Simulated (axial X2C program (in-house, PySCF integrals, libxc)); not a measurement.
# All-electron X2C curves of SbP⁺

Aim: find the lowest determinant of SbP⁺, scan the bond at several levels and fit the constants, once spin-free and once with spin–orbit coupling.

Computed with an in-house X2C program for linear molecules on PySCF integrals. Level: all-electron X2C, Sb dyall-cv3z, P dyall-v3z.

All values are calculated.

## Step 1: Input

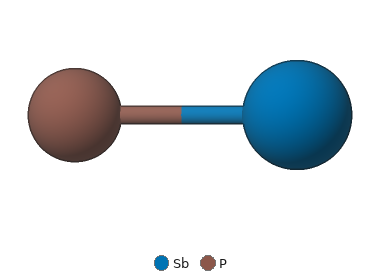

The two atoms at 2.350 Å (antimony blue, phosphorus brown).

File task.json:

```json
{"zs": [51, 15], "q": 1, "bas": ["dyall-cv3z", "dyall-v3z"], "levels": ["PBE0", "HF", "TPSS"], "cc": true, "r0": 2.35, "thr": -1.0, "nmax": 90, "npts": 10, "nst": 2, "ntry": 6}
```

Keys: zs atomic numbers; q charge; bas basis sets; levels methods (HF also brings MP2); cc coupled cluster on or off; r0 starting distance in Å; thr threshold in hartree for freezing inner shells (an s shell follows its p shell); nmax most natural virtual spinors; npts points asked for on the curve; nst determinants followed; ntry starts of the search.

On the command line:

```console
$ python so2c.py task.json out
```

Spin-free means the one-electron spin-free X2C Hamiltonian; two-component (2c) means X2C with spin–orbit coupling and atomic mean-field two-electron Coulomb and Gaunt terms. Basis: Sb dyall-cv3z contracted to [11s12p8d4f1g], P dyall-v3z contracted to [8s7p2d1f]; Gaussian nuclei, density fitting. Masses: Sb 120.904 u, P 30.974 u.

Notation: σ, π±, δ± give the projection m of an orbital's angular momentum (0, ±1, ±2), α and β its spin, Λ and M_S the sums; ω is the projection of a spinor's total angular momentum and Ω the sum. Logs are in hartree.

The results follow Hamiltonian by Hamiltonian and level by level.

## Step 2: Search for the lowest determinant

Determinants are compared with PBE0 at 2.350 Å.

Spin-free determinants:

```tsv
ΔE (eV)	state	open shells
0.00	M_S = 1/2, Λ = 1	beyond closed shells: π+α, π+β, π-α
0.71	M_S = 1/2, Λ = 0	beyond closed shells: σα
1.21	M_S = 3/2, Λ = 1	beyond closed shells: 2 × π+α, π-α
2.14	M_S = 3/2, Λ = 0	beyond closed shells: σα, π+α, π+β, 2 × π-α
2.34	M_S = 1/2, Λ = 1	beyond closed shells: 2 × π+α, π-β
2.34	M_S = 1/2, Λ = 3	beyond closed shells: 2 × π+α, π+β
```

Two-component determinants:

```
ΔE (eV)    state                                  open shells
   0.00  Ω = 3/2                excess of +ω over −ω: ω = 3/2
   0.24  Ω = 1/2                excess of +ω over −ω: ω = 1/2
   1.20  Ω = 1/2  excess of +ω over −ω: 2 × ω = -1/2, ω = 3/2
   1.51  Ω = 5/2  excess of +ω over −ω: ω = -1/2, 2 × ω = 3/2
   2.17  Ω = 1/2                excess of +ω over −ω: ω = 1/2
   2.31  Ω = 5/2   excess of +ω over −ω: 2 × ω = 1/2, ω = 3/2
   2.34  Ω = 7/2   excess of +ω over −ω: ω = 1/2, 2 × ω = 3/2
```

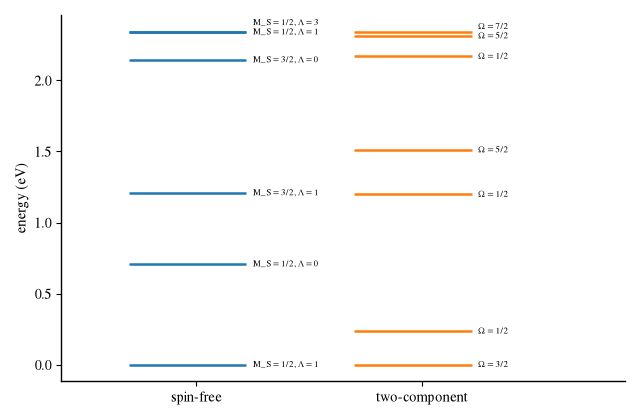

The determinants found, each set from its own lowest.

## Step 3: PBE0, spin-free

State followed: M_S = 1/2, Λ = 1 (beyond closed shells: π+α, π+β, π-α). The scan is laid around 2.305 Å, a first estimate of the minimum, and this SCF restarts from the orbitals of the search.

Output at 2.305 Å:

```text
spin-free X2C-1e  PBE0
basis functions 170  fitting functions 942  grid points 5079
iter        total energy     max residual
   1      -6821.336802263     1.62e+00
   2      -6822.218098882     1.47e-02
   3      -6822.208616805     2.46e-02
   4      -6822.218856284     1.05e-02
   5      -6822.221997141     7.41e-04
   6      -6822.222009704     2.70e-04
   7      -6822.222013998     2.84e-04
   8      -6822.222017497     1.39e-04
   9      -6822.222025232     1.26e-04
  10      -6822.222029095     1.86e-05
  11      -6822.222029152     2.53e-06
  12      -6822.222029153     7.30e-07
converged
one-electron -9707.30786159  Coulomb 2904.17792947  exact exchange -47.93870165  xc functional -146.78053914  nuclear repulsion 175.62714375
```

Along the bond, energies from the lowest point:

| R (Å) | E (eV) | μ (D) | HOMO (eV) | LUMO (eV) | iterations |
| --- | --- | --- | --- | --- | --- |
| 2.005 | 1.1498 | 0.77 | -13.90 | -12.08 | 12 |
| 2.098 | 0.4462 | 0.77 | -13.75 | -11.79 | 12 |
| 2.167 | 0.1570 | 0.77 | -13.51 | -11.59 | 12 |
| 2.236 | 0.0204 | 0.78 | -13.29 | -11.40 | 13 |
| 2.305 | 0.0000 | 0.80 | -13.09 | -11.24 | 12 |
| 2.386 | 0.0806 | 0.82 | -12.88 | -11.07 | 14 |
| 2.466 | 0.2284 | 0.84 | -12.76 | -10.95 | 13 |
| 2.570 | 0.4661 | 0.84 | -12.69 | -10.84 | 12 |
| 2.697 | 0.7897 | 0.80 | -12.66 | -10.76 | 13 |
| 2.881 | 1.2692 | 0.73 | -12.67 | -10.72 | 13 |

Dipoles are positive if P is the positive end and refer to the centre of mass.

Outer orbitals at the reference distance:

```json
{"symmetry": "σα", "occupied": "yes", "ε (eV)": "-24.30", "atomic character": "49% P s, 32% Sb s, 8% Sb p"}
{"symmetry": "σβ", "occupied": "yes", "ε (eV)": "-23.50", "atomic character": "43% P s, 39% Sb s, 7% Sb p"}
{"symmetry": "σα", "occupied": "yes", "ε (eV)": "-19.68", "atomic character": "47% Sb s, 28% P s, 11% P p"}
{"symmetry": "σβ", "occupied": "yes", "ε (eV)": "-19.23", "atomic character": "41% Sb s, 34% P s, 10% Sb p"}
{"symmetry": "σα", "occupied": "yes", "ε (eV)": "-14.00", "atomic character": "47% P p, 38% Sb p, 7% Sb s"}
{"symmetry": "π+α", "occupied": "yes", "ε (eV)": "-13.81", "atomic character": "58% P p, 36% Sb p, 3% Sb d"}
{"symmetry": "π-α", "occupied": "yes", "ε (eV)": "-13.81", "atomic character": "58% P p, 36% Sb p, 3% Sb d"}
{"symmetry": "σβ", "occupied": "yes", "ε (eV)": "-13.80", "atomic character": "48% P p, 38% Sb p, 6% Sb s"}
{"symmetry": "π+β", "occupied": "yes", "ε (eV)": "-13.09", "atomic character": "53% Sb p, 42% P p, 2% P d"}
{"symmetry": "π-β", "occupied": "no", "ε (eV)": "-11.24", "atomic character": "56% Sb p, 40% P p"}
{"symmetry": "π+α", "occupied": "no", "ε (eV)": "-9.40", "atomic character": "58% Sb p, 34% P p, 3% Sb d"}
{"symmetry": "π-α", "occupied": "no", "ε (eV)": "-9.40", "atomic character": "58% Sb p, 34% P p, 3% Sb d"}
{"symmetry": "π+β", "occupied": "no", "ε (eV)": "-8.92", "atomic character": "49% P p, 42% Sb p, 5% Sb d"}
```

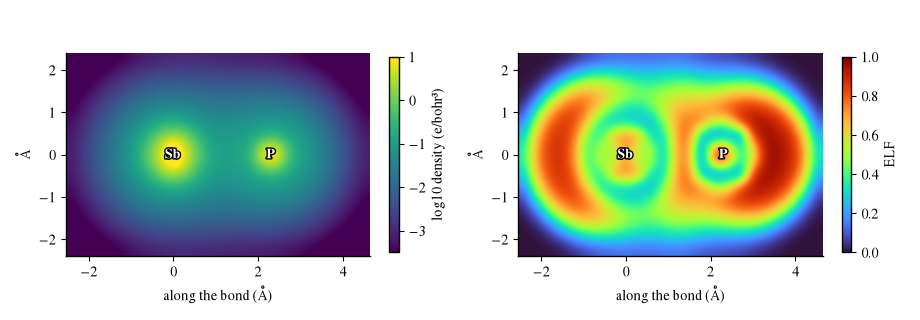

PBE0 fields in a plane through the axis, from a grid of 0.3 Å; Sb lies at z = 0 and P at z = 2.305 Å; the ELF is damped to zero where the density is low.

Re = 2.284 Å, ωe = 464 cm⁻¹, Be = 0.1311 cm⁻¹, De = 3.19 eV, μ = 0.79 D.

## Step 4: HF, spin-free

Output at 2.305 Å:

```text
spin-free X2C-1e  HF
basis functions 170  fitting functions 942  grid points 5079
iter        total energy     max residual
   1      -6819.257594968     3.99e-01
   2      -6819.284302429     6.00e-03
   3      -6819.286226358     4.38e-03
   4      -6819.287519232     5.19e-03
   5      -6819.288679379     5.06e-03
   6      -6819.287827656     4.87e-03
   7      -6819.281847131     1.21e-03
   8      -6819.281775350     9.23e-04
   9      -6819.281799965     9.56e-04
  10      -6819.281797372     3.78e-04
  11      -6819.281798945     1.27e-04
  12      -6819.281799319     9.30e-05
  13      -6819.281799445     3.06e-05
  14      -6819.281799484     7.66e-06
  15      -6819.281799490     3.86e-06
  16      -6819.281799491     2.56e-06
converged
one-electron -9705.80472532  Coulomb 2902.71921853  exact exchange -191.82343645  xc functional 0.00000000  nuclear repulsion 175.62714375
```

On the way the iterations pass 0.187 eV below the final energy, so this may not be the lowest solution of its occupation.

Re = 2.242 Å, ωe = 534 cm⁻¹, Be = 0.136 cm⁻¹, De = 0.553 eV, μ = 0.63 D.

## Step 5: TPSS, spin-free

Output at 2.305 Å:

```text
spin-free X2C-1e  TPSS
basis functions 170  fitting functions 942  grid points 5079
iter        total energy     max residual
   1      -6822.440046917     1.72e-01
   2      -6822.441996829     5.06e-03
   3      -6822.441489671     5.22e-03
   4      -6822.440254918     8.42e-03
   5      -6822.442176058     7.08e-04
   6      -6822.442190580     3.08e-04
   7      -6822.442193928     8.16e-05
   8      -6822.442195685     6.85e-05
   9      -6822.442196248     8.95e-06
  10      -6822.442196251     1.61e-06
  11      -6822.442196251     8.21e-07
converged
one-electron -9706.81229016  Coulomb 2903.65880723  exact exchange 0.00000000  xc functional -194.91585708  nuclear repulsion 175.62714375
```

Re = 2.311 Å, ωe = 443 cm⁻¹, ωexe = 1.54 cm⁻¹, Be = 0.128 cm⁻¹, De = 3.41 eV, μ = 0.86 D.

## Step 6: Correlated methods, spin-free

Correlated methods: 9 electrons correlated (frozen shells, counted by type: Sb 4 s, 3 p, 2 d; P 2 s, 1 p), 229 virtual spinors in MP2, 90 natural virtuals in coupled cluster.

Output of the correlated part at 2.305 Å:

```text
correlated 9  virtual 229  natural virtual 90  E(MP2) -0.216899137  MP2 remainder -0.004362970
iter   CCSD correlation   residual
   1     -0.223856479   1.42e-01
   2     -0.232606786   6.14e-02
   3     -0.234983313   2.75e-02
   4     -0.235225907   1.21e-02
   5     -0.235361348   6.66e-03
   6     -0.235389260   4.15e-03
   7     -0.235439841   2.06e-03
   8     -0.235459521   9.00e-04
   9     -0.235456059   4.71e-04
  10     -0.235461008   2.72e-04
  11     -0.235459353   1.30e-04
  12     -0.235461561   6.06e-05
  13     -0.235461418   2.84e-05
  14     -0.235461512   1.19e-05
  15     -0.235461641   4.67e-06
  16     -0.235461649   1.80e-06
(T) -0.016533715  T1 0.0400  D1 0.0919  max T2 0.133
```

T1 in the output is the amplitude norm over the root of the electron number; divide by √2 for the Lee–Taylor value.

MP2: Re = 2.338 Å, ωe = 427 cm⁻¹, Be = 0.1251 cm⁻¹, De = 2.85 eV.

CCSD: No constants are quoted: the scan has only 5 points.

CCSD(T): No constants are quoted: the scan has only 5 points.

## Step 7: A higher determinant, spin-free

State: M_S = 1/2, Λ = 0 (beyond closed shells: σα).

Output at the reference distance:

```text
spin-free X2C-1e  PBE0
basis functions 170  fitting functions 942  grid points 5079
iter        total energy     max residual
   1      -6821.327965034     1.59e+00
   2      -6822.192401213     4.04e-02
   3      -6822.197691502     1.21e-02
   4      -6822.198853613     3.34e-03
   5      -6822.198924419     7.50e-04
   6      -6822.198934068     2.76e-04
   7      -6822.198937345     1.57e-04
   8      -6822.198940079     1.53e-04
   9      -6822.198943078     1.52e-04
  10      -6822.198946044     1.52e-04
  11      -6822.198940631     1.60e-04
  12      -6822.198937880     1.71e-04
  13      -6822.198935927     1.67e-04
  14      -6822.198921493     2.25e-04
  15      -6822.198902422     2.88e-04
  16      -6822.198891342     2.38e-04
  17      -6822.198882216     2.04e-04
  18      -6822.198819700     5.92e-04
  19      -6822.198796334     4.96e-04
  20      -6822.198779942     3.61e-04
  21      -6822.198770027     2.44e-04
  22      -6822.198786953     1.73e-04
  23      -6822.198788145     2.82e-04
  24      -6822.198812501     4.10e-04
  25      -6822.198829716     4.02e-04
  26      -6822.198855285     5.51e-04
  27      -6822.198899650     9.29e-04
  28      -6822.198942560     7.52e-04
  29      -6822.198932586     4.37e-04
  30      -6822.198902985     3.40e-04
  31      -6822.198742344     1.15e-03
  32      -6822.198682698     9.65e-04
  33      -6822.198765160     3.83e-04
  34      -6822.198787182     4.42e-04
  35      -6822.198794948     4.28e-04
  36      -6822.198779492     3.78e-04
  37      -6822.198785530     4.39e-04
  38      -6822.198744999     3.96e-04
  39      -6822.198575715     1.02e-03
  40      -6822.198535826     6.54e-04
  41      -6822.198696191     9.48e-04
  42      -6822.198752622     6.94e-04
  43      -6822.198788498     6.50e-04
  44      -6822.198797416     3.18e-04
  45      -6822.198797642     2.45e-04
  46      -6822.198820710     3.89e-04
  47      -6822.198845580     5.13e-04
  48      -6822.198867983     4.89e-04
  49      -6822.198837517     3.20e-04
  50      -6822.198846741     2.66e-04
  51      -6822.198800217     4.62e-04
  52      -6822.198759685     5.17e-04
  53      -6822.198829653     9.05e-04
  54      -6822.198841480     3.18e-04
  55      -6822.198838743     2.57e-04
  56      -6822.198838632     2.54e-04
  57      -6822.198863164     4.31e-04
  58      -6822.198896510     6.64e-04
  59      -6822.198866486     3.26e-04
  60      -6822.198830913     4.31e-04
  61      -6822.198867731     3.64e-04
  62      -6822.198872701     3.10e-04
  63      -6822.198834911     3.76e-04
  64      -6822.198778912     5.77e-04
  65      -6822.198807807     2.45e-04
  66      -6822.198847080     7.52e-04
  67      -6822.198823179     3.26e-04
  68      -6822.198790800     4.10e-04
  69      -6822.198694071     8.12e-04
  70      -6822.198746194     1.83e-04
  71      -6822.198770851     2.23e-04
  72      -6822.198784437     2.87e-04
  73      -6822.198824223     7.39e-04
  74      -6822.198868638     8.41e-04
  75      -6822.198864951     2.76e-04
  76      -6822.198852105     2.00e-04
  77      -6822.198865770     2.58e-04
  78      -6822.198877822     3.00e-04
  79      -6822.198854222     2.51e-04
  80      -6822.198866035     2.72e-04
NOT converged
one-electron -9706.65983075  Coulomb 2903.51951850  exact exchange -47.92682079  xc functional -146.75887675  nuclear repulsion 175.62714375
```

| R (Å) | E above the lowest PBE0 point (eV) |
| --- | --- |
| 2.005 | 0.957 |
| 2.098 | 0.565 |
| 2.167 | 0.471 |
| 2.236 | 0.497 |
| 2.305 | n/a |
| 2.386 | 0.847 |
| 2.466 | 1.126 |
| 2.570 | 1.534 |
| 2.697 | 2.063 |

No constants are quoted: the points don't follow one smooth fit.

(Part 1 of 2 ends here.)
